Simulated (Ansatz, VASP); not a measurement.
# Cross-check of BN between VASP and Ansatz, part 2 of 2

One calculation is typed for both programs; each brings its own data sets. How far apart do they land? The cell is taken from a series of VASP runs on this material, whose earlier steps may have relaxed, scaled or displaced it; both programs get it as it stands. Valence electrons are named where the data sets of a main pair hold unlike numbers.

VASP 6.6.1 and Ansatz 0.2.0.

So far: The starting structure; Ansatz: band structure, PBE0.

## (3) VASP: band structure, PBE0

Level of this step: PBE0; plane waves and PAW (N, B) (VASP).

The same cell, functional, mesh and smearing now go to VASP, with its own data sets.

Lines of VASP's logs that name or quote its potential files are left out, and so is its time.

The run reads the wave functions of an earlier VASP run, which isn't shown here.

INCAR

```
SYSTEM = BN
PREC = Accurate
ENCUT = 460
EDIFF = 1E-06
NELM = 100
ISMEAR = 0
SIGMA = 0.03
LREAL = .FALSE.
ALGO = Normal
LHFCALC = .TRUE.
AEXX = 0.25
GGA = PE
LASPH = .TRUE.
NBANDS = 14
PRECFOCK = Fast
HFRCUT = -1
LORBIT = 11
LWAVE = .FALSE.
LCHARG = .FALSE.
KPAR = 8
```

POSCAR

```
BN
1.0
    2.5039900000      0.0000000000      0.0000000000
   -1.2519950000      2.1685189508      0.0000000000
    0.0000000000      0.0000000000      6.6612000000
N B
2 2
Direct
    0.6666666667      0.3333333333      0.2500000000
    0.3333333333      0.6666666667      0.7500000000
    0.6666666667      0.3333333333      0.7500000000
    0.3333333333      0.6666666667      0.2500000000
```

KPOINTS

```
Automatic mesh
0
Gamma
7 7 2
0 0 0
```

KPOINTS_OPT

```
Line mode
10
Line-mode
Reciprocal
  0.00000000   0.00000000   0.00000000 GAMMA
  0.50000000   0.00000000   0.00000000 M

  0.50000000   0.00000000   0.00000000 M
  0.33333333   0.33333333   0.00000000 K

  0.33333333   0.33333333   0.00000000 K
  0.00000000   0.00000000   0.00000000 GAMMA

  0.00000000   0.00000000   0.00000000 GAMMA
  0.00000000   0.00000000   0.50000000 A

  0.00000000   0.00000000   0.50000000 A
  0.50000000   0.00000000   0.50000000 L

  0.50000000   0.00000000   0.50000000 L
  0.33333333   0.33333333   0.50000000 H

  0.33333333   0.33333333   0.50000000 H
  0.00000000   0.00000000   0.50000000 A

  0.50000000   0.00000000   0.50000000 L
  0.50000000   0.00000000   0.00000000 M

  0.33333333   0.33333333   0.00000000 K
  0.33333333   0.33333333   0.50000000 H
```

The projector-augmented-wave data sets are N and B (PBE family, release 64).

Run with:

```sh
mpirun -np 8 vasp_std
```

Numbers of over 12 decimals in the logs are rounded to 6 here.

Log:

```text
[banner, memory and clock lines left out]
running    8 mpi-ranks, on    1 nodes
 distrk:  each k-point on    1 cores,    8 groups
 distr:  one band on    1 cores,    1 groups

 POSCAR found type information on POSCAR N B
 POSCAR found :  2 types and       4 ions
|                                                                             |
|           W    W    AA    RRRRR   N    N  II  N    N   GGGG   !!!           |
|           W    W   A  A   R    R  NN   N  II  NN   N  G    G  !!!           |
|           W    W  A    A  R    R  N N  N  II  N N  N  G       !!!           |
|           W WW W  AAAAAA  RRRRR   N  N N  II  N  N N  G  GGG   !            |
|           WW  WW  A    A  R   R   N   NN  II  N   NN  G    G                |
|           W    W  A    A  R    R  N    N  II  N    N   GGGG   !!!           |
|                                                                             |
|     For optimal performance we recommend to set                             |
|       NCORE = 2 up to number-of-cores-per-socket                            |
|     NCORE specifies how many cores store one orbital (NPAR=cpu/NCORE).      |
|     This setting can greatly improve the performance of VASP for DFT.       |
|     The default, NCORE=1 might be grossly inefficient on modern             |
|     multi-core architectures or massively parallel machines. Do your        |
|     Unfortunately you need to use the default for GW and RPA                |
|     calculations (for HF NCORE is supported but not extensively tested      |
|     yet).                                                                   |
|                                                                             |

 LDA part: xc-table for (Slater+PW92), standard interpolation
 found WAVECAR, reading the header
 POSCAR, INCAR and KPOINTS ok, starting setup
 FFT: planning ... GRIDC
 FFT: planning ... GRID_SOFT
 FFT: planning ... GRID
 HFRCUT set to (new)   9.458638
 reading WAVECAR
 the WAVECAR file was read successfully
 initial charge from wavefunction
 entering main loop
       N       E                     dE             d eps       ncg     rms          rms(c)
DAV:   1    -0.426725151319E+02   -0.42673E+02   -0.74395E-01   448   0.102E+01    0.971E-01
DAV:   2    -0.426801083823E+02   -0.75933E-02   -0.29987E-02   538   0.147E+00    0.658E-01
DAV:   3    -0.426758515062E+02    0.42569E-02   -0.75956E-03   538   0.660E-01    0.374E-01
DAV:   4    -0.426757780086E+02    0.73498E-04   -0.16148E-03   526   0.306E-01    0.236E-01
DAV:   5    -0.426756667911E+02    0.11122E-03   -0.67235E-05   508   0.781E-02    0.138E-01
DAV:   6    -0.426756090365E+02    0.57755E-04   -0.60862E-05   520   0.690E-02    0.734E-02
DAV:   7    -0.426755995916E+02    0.94448E-05   -0.15831E-05   538   0.360E-02    0.399E-02
DAV:   8    -0.426755971975E+02    0.23941E-05   -0.18164E-06   368   0.147E-02    0.231E-02
DAV:   9    -0.426755970452E+02    0.15232E-06   -0.10241E-06   340   0.107E-02
   1 F= -.42675597E+02 E0= -.42675597E+02  d E =-.444997E-18
 Start KPOINTS_OPT (optional k-point list driver)
k-point batch [1-16\90]
       N       E                     dE             ncg
DAV:   1    -0.184995399835E+03   -0.79527E+04      448
DAV:   2    -0.160657781001E+04   -0.14216E+04      570
DAV:   3    -0.171454573035E+04   -0.10797E+03      538
DAV:   4    -0.171591938371E+04   -0.13737E+01      598
DAV:   5    -0.171593544132E+04   -0.16058E-01      598
DAV:   6    -0.171593562026E+04   -0.17894E-03      580
DAV:   7    -0.171593562307E+04   -0.28116E-05      460
DAV:   8    -0.171593562315E+04   -0.83141E-07      434
[...]
k-point batch [81-90\90]
       N       E                     dE             ncg
DAV:   1     0.409764211727E+04   -0.83898E+04      280
DAV:   2     0.332198078488E+04   -0.77566E+03      370
DAV:   3     0.327220473274E+04   -0.49776E+02      352
DAV:   4     0.327156801173E+04   -0.63672E+00      340
DAV:   5     0.327156400755E+04   -0.40042E-02      340
DAV:   6     0.327156397599E+04   -0.31551E-04      334
DAV:   7     0.327156397570E+04   -0.29331E-06      254
```

OUTCAR, selected parts (step 3):

```text
ion  position               nearest neighbor table
   1  0.667  0.333  0.250-   4 1.45   4 1.45   4 1.45
   2  0.333  0.667  0.750-   3 1.45   3 1.45   3 1.45
   3  0.667  0.333  0.750-   2 1.45   2 1.45   2 1.45
   4  0.333  0.667  0.250-   1 1.45   1 1.45   1 1.45

  LATTYP: Found a hexagonal cell.
 ALAT       =     2.5039900000
 C/A-ratio  =     2.6602342661

 Subroutine GETGRP returns: Found 24 space group operations
 (whereof 12 operations were pure point group operations)

The static configuration has the point symmetry D_3d.
 The point group associated with its full space group is D_6h.

 Found     16 irreducible k-points:

   k-points           NKPTS =     16   k-points in BZ     NKDIM =     98   number of bands    NBANDS=     14

   dimension x,y,z NGX =    18 NGY =   18 NGZ =   48
   dimension x,y,z NGXF=    36 NGYF=   36 NGZF=   96

   ENCUT  =  460.0 eV  33.81 Ry    5.81 a.u.   4.38  4.38 11.65*2*pi/ulx,y,z

   NELECT =      16.0000    total number of electrons

 k-points in reciprocal lattice and weights: Automatic mesh
   0.00000000  0.00000000  0.00000000       0.010
   0.14285714  0.00000000  0.00000000       0.061
   0.28571429  0.00000000  0.00000000       0.061
   0.42857143 -0.00000000  0.00000000       0.061
   0.14285714  0.14285714  0.00000000       0.061
   0.28571429  0.14285714  0.00000000       0.122
   0.42857143  0.14285714  0.00000000       0.061
   0.28571429  0.28571429  0.00000000       0.061
   0.00000000  0.00000000  0.50000000       0.010
[...]
0.42857143  0.14285714  0.50000000       0.061
   0.28571429  0.28571429  0.50000000       0.061

  exchange ACFDT corr.  =         0.00000000  see jH, gK, PRB 81, 115126

 average (electrostatic) potential at core
       1 -59.3660       2 -59.3660       3 -25.6718       4 -25.6718

 E-fermi :   1.1998

 k-point     1 :       0.0000    0.0000    0.0000
  band No.  band energies     occupation
    ...
      4      -3.5045      2.00000
      5      -0.5358      2.00000
      6      -0.5357      2.00000
      7      -0.4965      2.00000
      8      -0.4964      2.00000
      9       8.1960      0.00000
     10      13.7953      0.00000
     11      15.1189      0.00000
     12      15.1190      0.00000
     13      15.2579      0.00000
    ...

 k-point     2 :       0.1429    0.0000    0.0000
  band No.  band energies     occupation
    ...
      4      -2.9616      2.00000
      5      -2.1814      2.00000
      6      -2.1404      2.00000
      7      -1.2820      2.00000
      8      -1.2319      2.00000
      9       8.8970      0.00000
     10      13.5084      0.00000
     11      14.6152      0.00000
     12      15.0494      0.00000
     13      15.5091      0.00000
    ...

 k-point     3 :       0.2857    0.0000    0.0000
  band No.  band energies     occupation
    ...
      4      -5.4466      2.00000
      5      -3.4248      2.00000
      6      -2.6172      2.00000
      7      -2.5546      2.00000
      8      -1.4520      2.00000
      9      10.6036      0.00000
     10      11.4846      0.00000
     11      12.1497      0.00000
     12      13.8465      0.00000
     13      14.8304      0.00000
    ...

  energy-cutoff  :      460.00
  volume of cell :       36.17
      direct lattice vectors                 reciprocal lattice vectors
     2.503990000  0.000000000  0.000000000     0.399362617  0.230572115  0.000000000
    -1.251995000  2.168518951  0.000000000     0.000000000  0.461144229  0.000000000
     0.000000000  0.000000000  6.661200000     0.000000000  0.000000000  0.150123101

 POSITION                                       TOTAL-FORCE (eV/Angst)
 -----------------------------------------------------------------------------------
      1.25200      0.72284      1.66530         0.000000      0.000000     -0.000000
     -0.00000      1.44568      4.99590         0.000000     -0.000000     -0.000000
      1.25200      0.72284      4.99590        -0.000000      0.000000      0.000000
     -0.00000      1.44568      1.66530        -0.000000     -0.000000      0.000000
 -----------------------------------------------------------------------------------
    total drift:                                0.000000      0.000000     -0.000000

  FREE ENERGIE OF THE ION-ELECTRON SYSTEM (eV)
  ---------------------------------------------------
  free  energy   TOTEN  =       -42.6755970452 eV

  energy  without entropy=      -42.6755970452  energy(sigma->0) =      -42.67559705

 total charge
# of ion       s       p       d       tot
------------------------------------------
    1        1.233   2.797   0.000   4.031
    2        1.233   2.797   0.000   4.031
    3        0.750   1.410   0.000   2.160
    4        0.750   1.410   0.000   2.160
--------------------------------------------------
tot          3.967   8.415   0.000  12.381

[... 3 further parts left out ...]
```

## (4) Comparison

Known differences besides the potentials themselves: exact exchange at q = 0 is treated differently, which shows on coarse meshes; VASP keeps PBE cores, Ansatz makes them for the functional; the cutoff is 420 eV in Ansatz and 460 eV in VASP; VASP takes a coarser grid for exact exchange (PRECFOCK = Fast). Total energies have different zeros and are not compared.

Both answers:

```tsv
quantity	Ansatz	VASP	difference
gap over the path points (eV)	6.304	6.296	+0.008
```

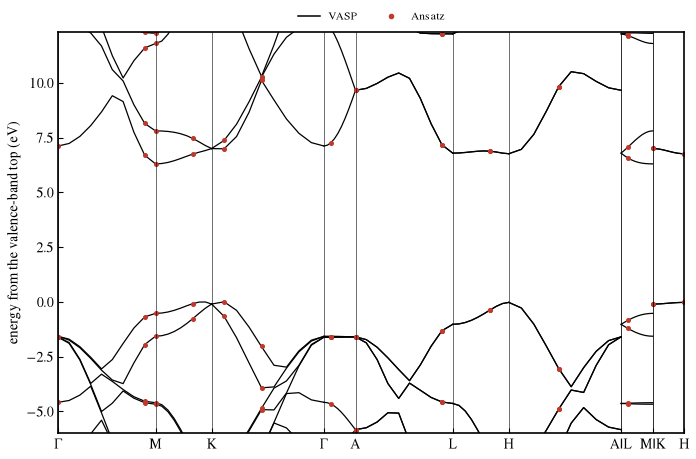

Bands from VASP (lines) and levels from Ansatz (dots). Dots without a line are higher empty bands that the VASP plot leaves out.

Levels at points of the path, from each program's valence-band top (eV; 4 filled, then empty):

```tsv
k (reciprocal lattice)	Ansatz	VASP
0.000 0.000 0.000	-1.63 -1.63 -1.59 -1.59 7.10 12.71 14.06	-1.62 -1.62 -1.58 -1.58 7.11 12.71 14.04
0.444 0.000 0.000	-4.61 -4.54 -1.96 -0.68 6.70 8.15 11.59	-4.61 -4.54 -1.95 -0.69 6.69 8.14 11.59
0.500 0.000 0.000	-4.68 -4.62 -1.58 -0.52 6.30 7.81 11.79	-4.67 -4.61 -1.57 -0.53 6.30 7.80 11.79
0.389 0.222 0.000	-6.97 -6.89 -0.76 -0.08 6.75 7.46 13.71	-6.97 -6.89 -0.76 -0.08 6.75 7.45 13.71
0.296 0.296 0.000	-7.57 -7.54 -0.67 0.00 6.99 7.37 13.11	-7.57 -7.54 -0.67 0.00 6.99 7.37 13.10
0.185 0.185 0.000	-4.92 -4.87 -3.93 -2.03 10.11 10.26 10.28	-4.92 -4.86 -3.92 -2.04 10.11 10.26 10.29
0.000 0.000 0.111	-1.63 -1.63 -1.59 -1.59 7.25 12.47 14.06	-1.62 -1.62 -1.58 -1.58 7.26 12.47 14.04
0.000 0.000 0.500	-1.61 -1.61 -1.61 -1.61 9.65 9.65 14.13	-1.60 -1.60 -1.60 -1.60 9.66 9.66 14.10
0.444 0.000 0.500	-4.58 -4.58 -1.32 -1.32 7.18 7.18 12.24	-4.57 -4.57 -1.32 -1.32 7.17 7.17 12.23
0.389 0.222 0.500	-6.93 -6.93 -0.37 -0.37 6.88 6.88 14.56	-6.93 -6.93 -0.37 -0.37 6.88 6.88 14.56
```

Among the levels compared at these points, filled levels agree within 11 meV and empty ones within 22 meV.

## (5) Summary of results

| Item | Value |
| --- | --- |
| largest difference of a filled level at the path points (band structure, PBE0) | 11 meV |

**Reading.** The largest difference of a filled level at the path points is 11 meV (band structure, PBE0), within the 80 meV picked in this series as the mark of a large difference. How closely two codes agree says nothing of how well the functional describes the real material.

[Lines on the potential files, build, host, timing and source positions are cut from VASP's logs without a mark.]

[Logs are printed without paths, hosts, clocks, repeated set-up lines and the standing remarks that a program may print on its own settings, such as how far it seeks lower states.]

[Hosts, paths, dates, database ids (printed as entryN), source tags and the programs' standing remarks are cut or masked in the printed files.]
